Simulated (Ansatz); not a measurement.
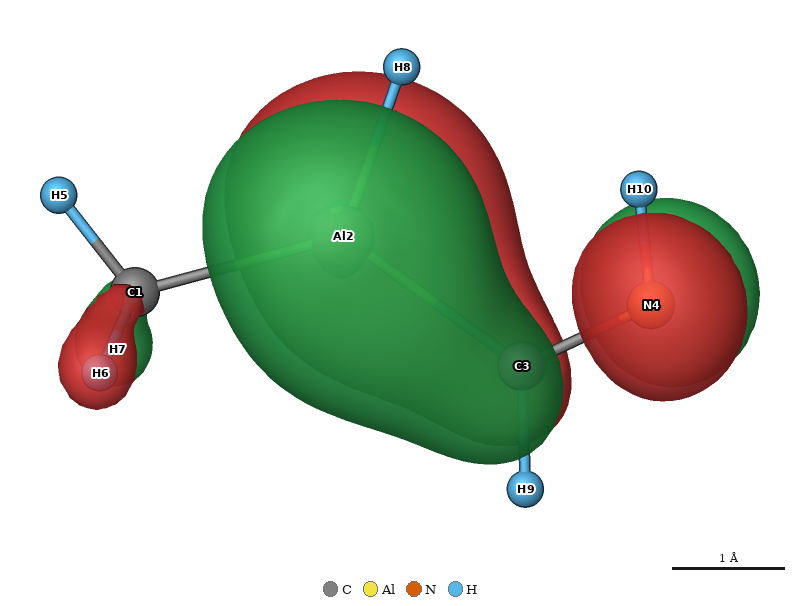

The picture shows: C2H6AlN. One frontier orbital at ±0.1 Å⁻³ᐟ² (green and red are the two phases), seen across its widest extent.

All numbers below come from RKS LDA/6-31G* in Ansatz.

```xyz
10

C    -1.3590    1.3488   -0.2166
Al    0.2675    0.2827   -0.2338
C     0.5834   -1.4998    0.5603
N     1.7472   -2.0332    0.4291
H    -1.2391    2.3130   -0.7416
H    -1.6832    1.5656    0.8196
H    -2.1971    0.8054   -0.6940
H     1.6526    0.7313   -0.9363
H    -0.1444   -2.1217    1.1248
H     2.3722   -1.3921   -0.1114
```

Which orbital is it: HOMO or LUMO?

The LUMO, at −2.74 eV. It lies mainly on Al2 (about 50 %), N4 (about 20 %) and C3 (about 15 %).
